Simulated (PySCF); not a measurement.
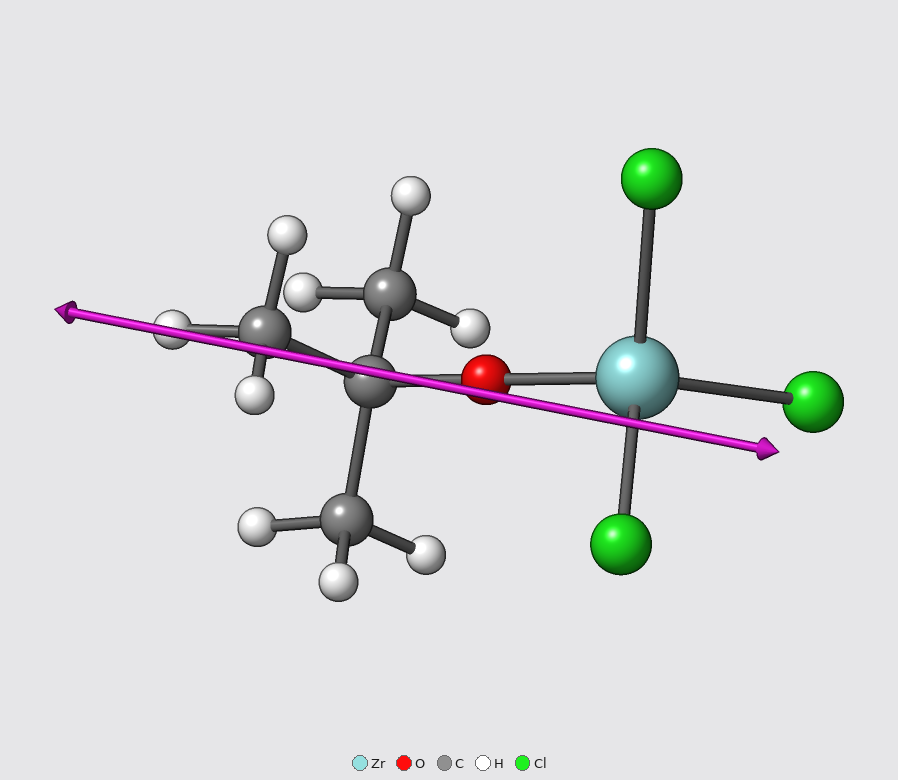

The double arrow shows the direction of the transition dipole to excited singlet state 4 (its length means nothing). Charge 0, singlet. The computed structure is the end point of a PBE0-D3(BJ)/def2-SVP optimisation. No frequency run is at hand to confirm it as a minimum. Level of theory: TDDFT CAM-B3LYP/def2-SVPD, vertical, gas phase, core orbitals frozen in the response, core potentials on Zr (PySCF 2.14.0).

### Give its energy, strength and character.

6.33 eV (196 nm), oscillator strength 0.021, of mixed character, with the largest part HOMO → LUMO+1 (weight 0.48); transition dipole 0.94 D.
